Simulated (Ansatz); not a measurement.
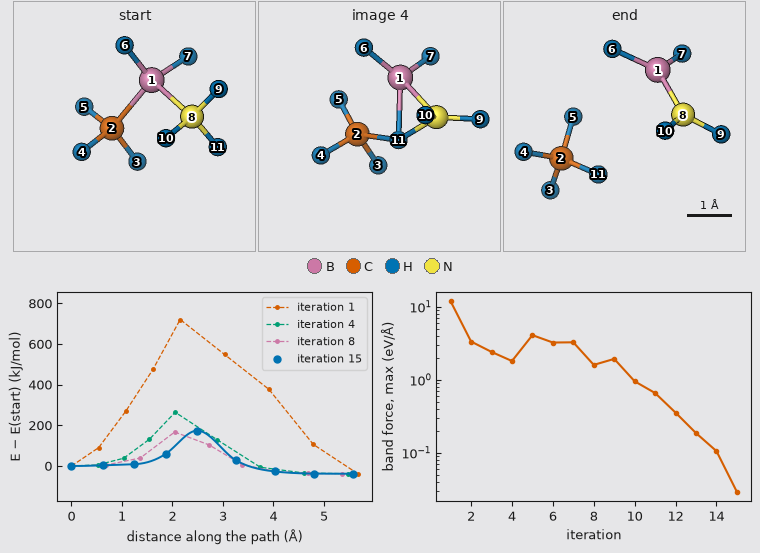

NEB run on CH$_{8}$BN. Images are numbered from 0 (start) to 8 (end). The plot follows the band through its iterations. A ball-and-stick model, seen from a free direction.

Theory: Ansatz 0.2.0, RKS r2SCAN/6-31G*. Set-up: 7 movable images; climbing image; force threshold 0.05 eV/Å; iteration limit 60; starting path through a guess of the saddle point.

> Did the band converge, and can the barrier be trusted?

The result is final at these settings. The band converged in 15 iterations. The largest component of the band force went from 12 to 0.029 eV/Å. The climbing image converged on the top of the path. Its vibrational analysis gives one imaginary mode (1395i cm⁻¹), as a transition state must have. The first iteration put the highest image at 720.9 kJ/mol. Forward barrier 174.2 kJ/mol, backward barrier 212.1 kJ/mol, with image 4 at the top; the reaction energy is −37.9 kJ/mol.

Cost: 2.3 min on 1 thread of Intel(R) Xeon(R) 6975P-C (Granite Rapids), on a shared host, peak memory 0.14 GiB.
